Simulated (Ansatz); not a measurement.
Input

```
crystal:
  periodic: [false, false, false]
  atoms:
    - {symbol: Te, position_ang: [0.021544, -0.861203, -1.720942]}
    - {symbol: H, position_ang: [-0.402857, -0.315973, -3.225525]}
    - {symbol: H, position_ang: [0.318278, 0.692142, -1.230791]}
basis:
  gaussian: {orbitals: "def2-TZVPPD.json"}
hamiltonian: {xc: pbe0, dispersion: d4}
output: {orbitals: {seedname: orbitals}}
```

Launched as:

```sh
ansatz run in.yaml --threads 4 --pin off --events-out ev --progress --plain --max-ram 9574MiB
```

Geometry: PBE0-D4/def2-TZVP; core potentials replace the inner electrons of Te.

These are results of Ansatz, RKS PBE0-D4/def2-TZVPPD, not measurements.

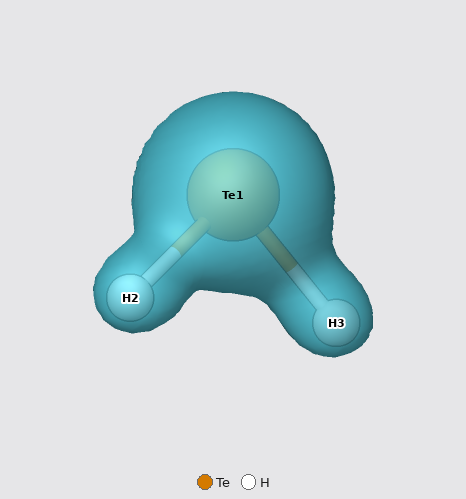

H2Te. Isosurface of the electron density at 0.6 e/Å³ (cyan), seen at a tilt.

Q: What does this surface tell about the bonding?

A: At this value the surface is in one piece. It bridges the sampled Te–H (1.66 Å) contacts, where the density stays above the isovalue. On the grid the lowest density along these lines, outside the cores, is 0.92 e/Å³ (Te–H, 1.66 Å).
